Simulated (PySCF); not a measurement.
# C₈H₁₈Cl₂Si: NMR shifts at several levels of theory, part 2 of 2

PySCF 2.14.0. Atoms count from 0.

## (6) Shielding tensors: KT2/pcSseg-1

Job settings and geometry (Å):

```
{"job": {"kind": "nmr", "xc": "KT2", "basis": "pcSseg-1", "pop": false}, "charge": 0, "multiplicity": 1}
C     -0.215553    -2.973614     0.782915
Si     0.438050    -1.667379    -0.402935
C      1.137254    -2.486302    -1.947337
C     -0.961867    -0.495572    -0.899629
C     -1.483225     0.382919     0.233246
C     -2.666391     1.252238    -0.141173
Cl    -4.106985     0.280240    -0.588679
C      1.776808    -0.658248     0.473205
C      2.359942     0.477280    -0.363914
C      3.104320     1.525076     0.438533
Cl     2.006768     2.408926     1.552772
H     -0.602512    -2.517195     1.707652
H      0.576695    -3.684515     1.066768
H     -1.035568    -3.548097     0.323388
H      1.965374    -3.168222    -1.696291
H      0.363422    -3.074734    -2.465812
H      1.519151    -1.737820    -2.659811
H     -1.790176    -1.106287    -1.300298
H     -0.623104     0.137138    -1.740221
H     -1.768066    -0.235221     1.101869
H     -0.688217     1.063707     0.587736
H     -2.438125     1.890364    -1.007317
H     -2.974335     1.895085     0.694842
H      1.317082    -0.237977     1.385294
H      2.581262    -1.329750     0.821849
H      3.066130     0.074467    -1.111282
H      1.570877     0.990870    -0.940061
H      3.561970     2.285499    -0.208939
H      3.888557     1.076504     1.065249
```

Level: GIAO KT2/pcSseg-1 NMR shielding, non-relativistic, gas phase.

Standard output:

```text
coarse grid: 24720 points
cycle   1  E = -1540.2128036257  dE =  5.304e-01  |g| = 7.795e-01  |ddm| = 4.770e+00
cycle   2  E = -1540.0575422322  dE =  1.553e-01  |g| = 1.074e+00  |ddm| = 1.910e+00
cycle   3  E = -1540.3745985840  dE = -3.171e-01  |g| = 1.022e-01  |ddm| = 1.202e+00
cycle   4  E = -1540.3769357880  dE = -2.337e-03  |g| = 3.417e-02  |ddm| = 1.769e-01
cycle   5  E = -1540.3772152398  dE = -2.795e-04  |g| = 1.086e-02  |ddm| = 5.344e-02
cycle   6  E = -1540.3772445296  dE = -2.929e-05  |g| = 3.476e-03  |ddm| = 1.448e-02
cycle   7  E = -1540.3772475284  dE = -2.999e-06  |g| = 7.091e-04  |ddm| = 4.289e-03
final grid: 221784 points
cycle   8  E = -1540.4169972376  dE = -3.007e-04  |g| = 3.310e-02  |ddm| = 7.051e-02
cycle   9  E = -1540.4166548129  dE =  3.424e-04  |g| = 4.635e-02  |ddm| = 7.131e-02
cycle  10  E = -1540.4171772111  dE = -5.224e-04  |g| = 7.587e-03  |ddm| = 5.340e-02
cycle  11  E = -1540.4171916014  dE = -1.439e-05  |g| = 2.074e-03  |ddm| = 9.228e-03
cycle  12  E = -1540.4171927268  dE = -1.125e-06  |g| = 2.630e-04  |ddm| = 2.057e-03
cycle  13  E = -1540.4171927437  dE = -1.684e-08  |g| = 5.391e-05  |ddm| = 3.601e-04
cycle  14  E = -1540.4171927445  dE = -8.149e-10  |g| = 1.136e-05  |ddm| = 8.640e-05
converged SCF energy = -1540.4171927445

GIAO shielding tensors (ppm)
atom      isotropic    diamagn.    paramagn.     s11        s22        s33       span
  0 C      186.651     254.580     -67.930    180.617    186.212    193.124     12.508
  1 Si     359.068     886.092    -527.024    352.564    361.562    363.078     10.513
  2 C      186.211     254.285     -68.075    180.918    185.443    192.271     11.354
  3 C      170.942     256.630     -85.688    154.291    171.120    187.415     33.123
  4 C      152.107     250.603     -98.496    142.869    145.614    167.839     24.970
  5 C      127.713     246.482    -118.770     95.745    134.181    153.212     57.467
  6 Cl     863.169    1147.559    -284.390    675.871    836.351   1077.284    401.413
  7 C      171.125     257.828     -86.702    155.618    170.576    187.181     31.563
  8 C      151.771     249.998     -98.227    141.389    147.439    166.483     25.095
  9 C      127.682     247.493    -119.811     94.988    135.064    152.992     58.004
 10 Cl     853.057    1150.535    -297.478    652.628    837.756   1068.787    416.159
 11 H       30.960      32.948      -1.988     26.439     29.784     36.657     10.218
 12 H       31.229      29.466       1.763     26.782     28.568     38.338     11.556
 13 H       31.192      30.087       1.105     26.859     28.463     38.254     11.395
 14 H       31.243      29.243       2.000     27.031     28.193     38.506     11.474
 15 H       31.115      29.635       1.481     26.608     28.733     38.005     11.397
 16 H       31.105      32.175      -1.070     26.513     29.889     36.914     10.401
 17 H       29.949      32.884      -2.935     23.906     31.210     34.732     10.825
 18 H       30.990      35.200      -4.210     27.235     30.436     35.297      8.061
 19 H       29.884      33.554      -3.670     24.762     31.487     33.403      8.641
 20 H       29.212      34.894      -5.682     21.464     29.158     37.013     15.549
 21 H       27.916      29.403      -1.487     21.694     28.549     33.505     11.812
 22 H       27.314      28.236      -0.923     20.300     28.235     33.406     13.106
 23 H       29.954      35.403      -5.449     26.011     30.306     33.545      7.533
 24 H       30.997      33.166      -2.169     26.143     29.861     36.986     10.843
 25 H       29.481      31.155      -1.674     23.466     29.937     35.040     11.574
 26 H       29.899      34.529      -4.630     25.014     31.539     33.143      8.129
 27 H       27.354      27.965      -0.610     20.715     27.105     34.243     13.528
 28 H       27.891      28.406      -0.515     21.954     27.336     34.384     12.430
```

Wall time 36 s (8 threads of Arm Neoverse V2, shared host).

Key values: δ C5 55.5, C4 31.3, C3 12.2, C0 -3.2, H21 3.56, H19 1.56 ppm (means over like atoms).

## (7) Shielding tensors: HF/pcSseg-1

Settings changed since step 6:

```diff
@@ -1,2 +1,2 @@
-{"job": {"kind": "nmr", "xc": "KT2", "basis": "pcSseg-1", "pop": false}, "charge": 0, "multiplicity": 1}
+{"job": {"kind": "nmr", "xc": "HF", "basis": "pcSseg-1", "pop": false}, "charge": 0, "multiplicity": 1}
 C     -0.215553    -2.973614     0.782915
```

With the program's defaults for keys left out, this is: GIAO HF/pcSseg-1 NMR shielding, non-relativistic, gas phase.

Standard output:

```text
final grid: 221784 points
cycle   1  E = -1521.1138458566  dE =  1.703e+00  |g| = 6.475e-01  |ddm| = 4.474e+00
cycle   2  E = -1521.2418550103  dE = -1.280e-01  |g| = 3.087e-01  |ddm| = 9.202e-01
cycle   3  E = -1521.2654503820  dE = -2.360e-02  |g| = 8.084e-02  |ddm| = 3.252e-01
cycle   4  E = -1521.2680286124  dE = -2.578e-03  |g| = 1.052e-02  |ddm| = 1.310e-01
cycle   5  E = -1521.2680819485  dE = -5.334e-05  |g| = 3.578e-03  |ddm| = 2.186e-02
cycle   6  E = -1521.2680889745  dE = -7.026e-06  |g| = 1.162e-03  |ddm| = 8.640e-03
cycle   7  E = -1521.2680898843  dE = -9.098e-07  |g| = 3.407e-04  |ddm| = 3.185e-03
cycle   8  E = -1521.2680899706  dE = -8.630e-08  |g| = 8.621e-05  |ddm| = 1.011e-03
cycle   9  E = -1521.2680899744  dE = -3.824e-09  |g| = 2.496e-05  |ddm| = 1.731e-04
cycle  10  E = -1521.2680899748  dE = -3.470e-10  |g| = 6.426e-06  |ddm| = 5.276e-05
converged SCF energy = -1521.2680899748

GIAO shielding tensors (ppm)
atom      isotropic    diamagn.    paramagn.     s11        s22        s33       span
  0 C      193.867     254.534     -60.668    189.822    193.410    198.369      8.547
  1 Si     389.918     877.697    -487.779    383.864    392.699    393.191      9.327
  2 C      193.584     254.184     -60.600    190.176    192.816    197.761      7.584
  3 C      183.504     256.453     -72.949    171.099    183.649    195.763     24.665
  4 C      165.790     247.548     -81.759    156.065    160.603    180.701     24.635
  5 C      141.485     241.678    -100.193    113.431    146.460    164.565     51.134
  6 Cl     942.961    1145.129    -202.169    799.256    927.807   1101.819    302.563
  7 C      183.854     257.315     -73.460    172.127    182.852    196.584     24.457
  8 C      165.568     245.568     -80.000    155.070    162.923    178.712     23.641
  9 C      141.285     241.862    -100.577    112.505    147.218    164.132     51.627
 10 Cl     937.347    1147.515    -210.169    786.441    929.229   1096.370    309.929
 11 H       31.551      33.052      -1.502     26.707     30.261     37.684     10.977
 12 H       31.714      29.648       2.066     26.814     28.791     39.538     12.724
 13 H       31.660      30.254       1.407     26.978     28.759     39.244     12.266
 14 H       31.742      29.420       2.322     27.122     28.535     39.569     12.447
 15 H       31.599      29.782       1.817     26.638     28.999     39.160     12.522
 16 H       31.683      32.296      -0.613     26.738     30.351     37.959     11.221
 17 H       30.835      33.050      -2.214     24.253     31.850     36.403     12.150
 18 H       31.863      35.201      -3.339     27.688     30.904     36.997      9.309
 19 H       30.595      33.307      -2.712     25.059     31.966     34.761      9.702
 20 H       30.154      33.921      -3.766     21.864     29.797     38.802     16.938
 21 H       28.640      28.672      -0.032     22.449     29.034     34.436     11.987
 22 H       28.179      28.189      -0.010     20.987     28.614     34.936     13.949
 23 H       30.949      35.090      -4.141     26.512     31.416     34.920      8.408
 24 H       31.740      33.646      -1.906     26.331     30.173     38.716     12.385
 25 H       30.369      31.712      -1.343     23.894     30.376     36.837     12.942
 26 H       30.646      33.118      -2.472     25.379     31.819     34.740      9.361
 27 H       28.209      28.117       0.092     21.447     27.424     35.754     14.307
 28 H       28.558      28.503       0.055     22.655     27.660     35.359     12.704
```

Run time: 37 s. Hardware: 8 threads of Arm Neoverse V2, shared host.

This run: δ C5 49.5, C4 25.2, C3 7.2, C0 -2.9, H21 3.29, H19 1.24 ppm (means over like atoms).

## (8) Comparing the runs: NMR shifts

Shifts (ppm) of some atoms, chosen among heavy atoms and hydrogens apart, means over like atoms, with basis size and wall time:

```tsv
run	C5	C4	C3	H19	H17	Si1	Cl6	functions	time
PBE0/pcSseg-1	54.6	28.8	10.5	1.43	0.58	3.2	70	298	57 s
PBE/pcSseg-1	56.7	30.8	12.2	1.53	0.68	2.9	93	298	36 s
wB97X-D/pcSseg-1	53.9	28.4	10.0	1.39	0.53	4.2	62	298	77 s
KT2/pcSseg-1	55.5	31.3	12.2	1.56	0.71	2.0	85	298	36 s
HF/pcSseg-1	49.5	25.2	7.2	1.24	0.34	3.5	16	298	37 s
```

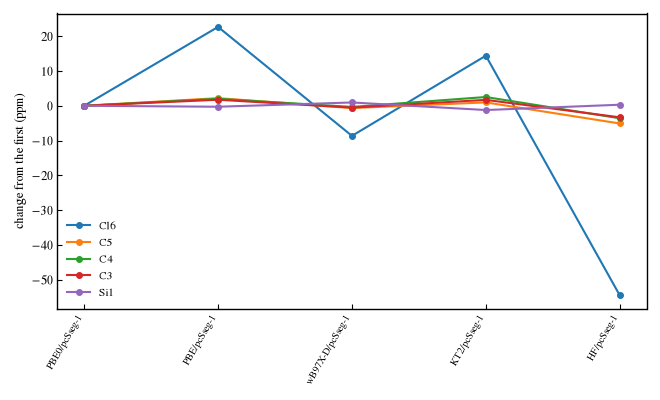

How five of the tabulated atoms move from run to run.

## (9) Results

What follows sums up all 2 parts.

```
                                                                quantity                       value
                                                             point group                          C1
                                    rotational constants (main isotopes)        0.68, 0.38, 0.27 GHz
 13C shifts against TMS (PBE0/pcSseg-1, means over atoms taken as alike)  54.6, 28.8, 10.5, -3.2 ppm
  1H shifts against TMS (PBE0/pcSseg-1, means over atoms taken as alike)  3.43, 1.43, 0.58, 0.03 ppm
                                 29Si shifts against TMS (PBE0/pcSseg-1)                     3.2 ppm
35Cl shifts against HCl (PBE0/pcSseg-1, means over atoms taken as alike)                      70 ppm
                                               range of the shift of Cl6                16 to 93 ppm
```

Single values in the summary come from the first run of each kind that ended normally (PBE0/pcSseg-1), which need not be the best level. Over 9 steps the energy fell by 0.121 eV; of the close pairs, Si1–C7 changed most, 1.917 to 1.892 Å. No frequency check was run at this level, so the end point may be a saddle. At PBE0/pcSseg-1: Shielding is most anisotropic at Cl6, Cl10 (span 392 ppm, paramagnetic term -274 ppm). Across the 5 runs the shift of Cl6 (with its like atoms) moves most, between 16 (HF/pcSseg-1) and 93 ppm (PBE/pcSseg-1).
